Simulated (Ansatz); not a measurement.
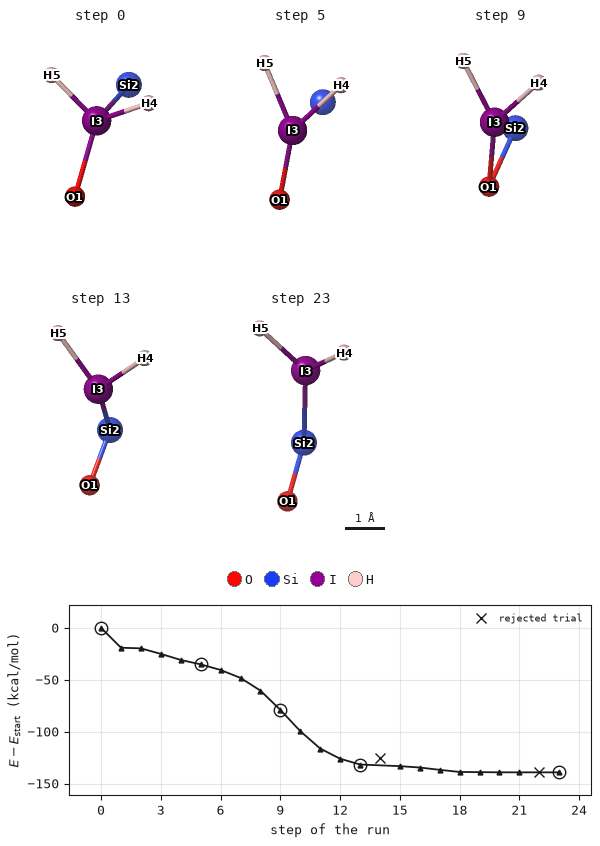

Frames of a relaxation of SiH₂OI (charge −1), marked on the history of the run. Style: ball-and-stick. Shown from a free direction.

It is one of the separated reactants of a reaction.

All numbers below come from Ansatz 0.2.0, RKS PBE-D4/def2-SVPD. Set-up: force threshold 0.03 eV/Å; at most 250 steps.

What happens along the run?

After 21 accepted moves (23 points after the start) the energy has fallen by 139.2 kcal/mol. The largest force component goes from 3 to 0.022 eV/Å. The line search rejected the trial steps at points 14, 22 of the run. The largest moves after the best rigid fit, 2.08 Å, are those of O1 and Si2. By element the largest moves are Si 2.08 Å, O 2.07 Å, H 1.15 Å, I 0.90 Å. Near-neighbour distances that change, for instance: O1–Si2 3.944 → 1.586 Å, O1–I3 2.050 → 4.005 Å, I3–H4 1.700 → 1.932 Å, Si2–I3 2.620 → 2.742 Å. New bonds form, among them: O1–Si2 (3.94 → 1.59 Å). Bonds break, among them: O1–I3 (2.05 → 4.00 Å). Among the angles between lasting bonds that change: Si2–I3–H4 97.0° → 140.6°, H4–I3–H5 105.8° → 74.8°. Cost: 47 s on 2 threads of Arm Neoverse V2, on a shared host. From step 0 to 5: O1 moves most (0.59 Å), energy −35.2 kcal/mol. From step 5 to 9: Si2 moves most (0.78 Å), energy −43.8 kcal/mol. From step 9 to 13: O1 moves most (0.71 Å), energy −52.6 kcal/mol. From step 13 to 23: O and I atoms move most (0.53 Å), energy −7.55 kcal/mol.
